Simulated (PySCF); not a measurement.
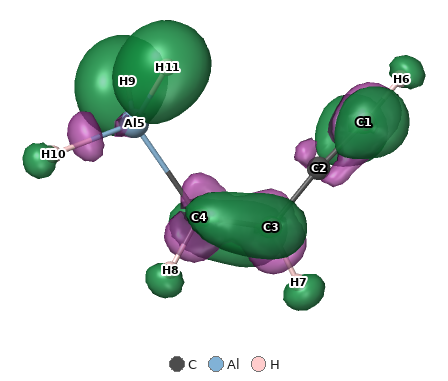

*C4H6Al, charge −1, SMILES `C#C/C=[CH]\[AlH3-]`. Fukui function f⁻ = ρ(N) − ρ(N−1) at fixed geometry, surfaces at ±0.02 e/Å³ (green positive, purple negative).*

Level of theory: B3LYP/def2-SVPD (PySCF), at a geometry from GFN2-xTB. No frequency check shows the geometry to be a minimum.

Input

```python
import numpy as np
from pyscf import gto, scf, dft
from pyscf.scf import atom_ks, atom_hf
from scipy.linalg import block_diag

def solve(mol, dm0=None, hcore=None):
    mf = (dft.UKS if mol.spin else dft.RKS)(mol, xc='b3lyp')
    mf.grids.level = 3
    mf = mf.density_fit(auxbasis='def2-universal-jkfit')
    mf.conv_tol, mf.max_cycle = 1e-8, 80
    if hcore is not None:
        mf.get_hcore = lambda *args: hcore
    mf.kernel(dm0)
    if not mf.converged:
        mf = mf.newton().run(mf.mo_coeff, mf.mo_occ, max_cycle=30)
    assert mf.converged, 'SCF not converged'
    return mf

mol = gto.M(atom='''
C      2.44859     0.94282     0.00032
C      1.65871     0.03543    -0.00035
C      0.83889    -1.11200    -0.00048
C     -0.50112    -1.05361     0.00073
Al    -1.81728     0.52008     0.00003
H      3.06825     1.79027     0.00129
H      1.40829    -2.05199    -0.00069
H     -0.97012    -2.05257     0.00098
H     -1.63492     1.42678    -1.32552
H     -3.28152    -0.17974     0.00138
H     -1.63573     1.43031     1.32081
''', basis='def2-svpd', charge=-1, spin=0, verbose=4)
mf = solve(mol)
out = dict(e0=mf.e_tot, dm0=mf.make_rdm1(), c=mf.mo_coeff, occ=mf.mo_occ, eps=mf.mo_energy)
for name, dq, spin in [('cation', 1, 1)]:
    ion = mol.copy().set(charge=mol.charge + dq, spin=spin).build()
    mi = solve(ion)
    if spin and dq > 0 and mol.nao < 130:
        c, _, stable, _ = mi.stability(return_status=True)
        if not stable:
            mi = solve(ion, mi.make_rdm1(c, mi.mo_occ))
    print(name, 'vertical energy change / eV', (mi.e_tot - mf.e_tot) * 27.211386)
    out.update({'e_' + name: mi.e_tot, 'dm_' + name: mi.make_rdm1(), 's2_' + name: mi.spin_square()[0], 'eps_' + name: mi.mo_energy, 'occ_' + name: mi.mo_occ})
# spherically averaged free atoms, for the promolecule
atm = atom_ks.get_atm_nrks(mol, xc='b3lyp')
pro = block_diag(*[(atm[a[0]][2] * atm[a[0]][3]) @ atm[a[0]][2].T for a in mol._atom])
np.savez('result.npz', pro=pro, **out)
```

Command:

```sh
OMP_NUM_THREADS=1 python input.py
```

The run took 63 s on 1 thread of Arm Neoverse V2 (shared host), peak memory 0.65 GiB.

Partitions, critical points and surface values were worked out afterwards from this run's density.

Question: Which atoms respond most to the removal of an electron?

Answer: f⁻ (Hirshfeld-condensed) is largest on Al5 (0.16), H9 and H11 (0.15 each) and C1 (0.13); the vertical detachment energy is 4.23 eV (the stability of the neutral species's solution wasn't checked). Condensed values hint at sites of electrophilic attack but needn't mark the atom that reacts. Shares this close don't rank the sites. Orbital relaxation makes it negative in places (0.14 e in all).

```
atom     f⁻  charge
  C1  +0.13   −0.17
  C2  +0.04   −0.03
  C3  +0.10   −0.08
  C4  +0.07   −0.16
 Al5  +0.16   +0.13
  H6  +0.05   +0.05
  H7  +0.05   +0.01
  H8  +0.05    0.00
  H9  +0.15   −0.25
 H10  +0.05   −0.26
 H11  +0.15   −0.25
```
